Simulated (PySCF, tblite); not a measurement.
**C₄H₁₃NOSi₂: geometry, infrared bands and NMR shifts**

Aim: predict the infrared bands and NMR shifts of C₄H₁₃NOSi₂ (`C=C(C)[Si@@H](O)[SiH2]NC`).

Programs: tblite 0.8.0 and PySCF 2.14.0, with density-fitted response routines of our own. Each step states its level of theory. These are calculated values for one molecule in the gas phase, unless marked as measured. Atoms count from 0, in the outputs and in this text.

## (1) Starting geometry

21 atoms, charge 0, multiplicity 1; geometry from: force field or distance geometry start.

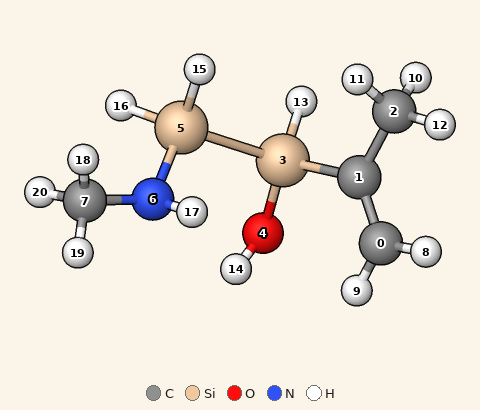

The starting geometry (carbon grey, silicon light orange, oxygen red, nitrogen blue, hydrogen white), atoms numbered.

## (2) Geometry optimisation with GFN2-xTB

What the job is given:

```
{"job": {"kind": "relax", "xc": "GFN2-xTB", "basis": "xTB"}, "charge": 0, "multiplicity": 1}
C     -0.612600     2.083300    -1.879700
C     -1.276300     1.379400    -0.949900
C     -1.960600     2.035000     0.220200
Si    -1.403000    -0.491600    -1.008200
O     -0.992900    -1.069000    -2.506500
Si     0.120300    -1.384000     0.600000
N      1.744800    -1.074700     0.118000
C      2.909900    -1.688500     0.755700
H     -0.566700     3.167800    -1.831000
H     -0.138400     1.619800    -2.727700
H     -3.042600     1.800300     0.216800
H     -1.542400     1.718700     1.174400
H     -1.886100     3.131300     0.178900
H     -2.786700    -0.909300    -0.676800
H     -0.041800    -1.099100    -2.695800
H     -0.060200    -0.729800     1.933900
H     -0.026200    -2.850300     0.723200
H      1.883100    -0.073800     0.107900
H      2.996600    -1.392000     1.807300
H      3.818800    -1.376700     0.236500
H      2.854000    -2.779900     0.700200
```

Command:

```sh
OMP_NUM_THREADS=1 python probes_run.py task.json out
```

The driver reads the jobs from task.json and runs them one after another.

**Question.** This job is followed by: GFN2-xTB harmonic vibrations, gas phase; GIAO PBE0/pcSseg-1 NMR shielding, non-relativistic, gas phase. What will the session give for the following? strongest single infrared mode (GFN2-xTB); zero-point energy (GFN2-xTB); 13C shifts against TMS (PBE0/pcSseg-1); 1H shifts against TMS (PBE0/pcSseg-1, means over atoms taken as alike); 29Si shifts against TMS (PBE0/pcSseg-1); 17O shifts against H2O (PBE0/pcSseg-1); 15N shifts against NH3 (PBE0/pcSseg-1).

As calculated:

| quantity | value |
| --- | --- |
| strongest single infrared mode (GFN2-xTB) | 2090 cm⁻¹, 416 km/mol |
| zero-point energy (GFN2-xTB) | 101.0 kcal/mol |
| 13C shifts against TMS (PBE0/pcSseg-1) | 154.5, 132.6, 35.3, 24.6 ppm |
| 1H shifts against TMS (PBE0/pcSseg-1, means over atoms taken as alike) | 6.19, 5.53, 5.33, 4.86, 4.78, 2.77, 1.87, 0.93, -0.85 ppm |
| 29Si shifts against TMS (PBE0/pcSseg-1) | -13.6, -56.3 ppm |
| 17O shifts against H2O (PBE0/pcSseg-1) | 14.7 ppm |
| 15N shifts against NH3 (PBE0/pcSseg-1) | 2.1 ppm |

In words: Relaxing lowered the energy by 0.308 eV in 188 steps; the close pair that moved most is Si3–Si5, from 2.388 to 2.298 Å. All 57 modes are real, so the xTB geometry is a minimum. The strongest single mode, at 2090 cm⁻¹, moves mainly H15. Unscaled tight-binding wavenumbers are off by several per cent, some by more. Its intensities can rank the bands wrongly. The most deshielded carbon is C1 (fully substituted alkene carbon), at 154.5 ppm: an sp2 carbon of a C=C bond. At PBE0/pcSseg-1: The largest span, 245 ppm, is at C1, where the paramagnetic term is -235 ppm.
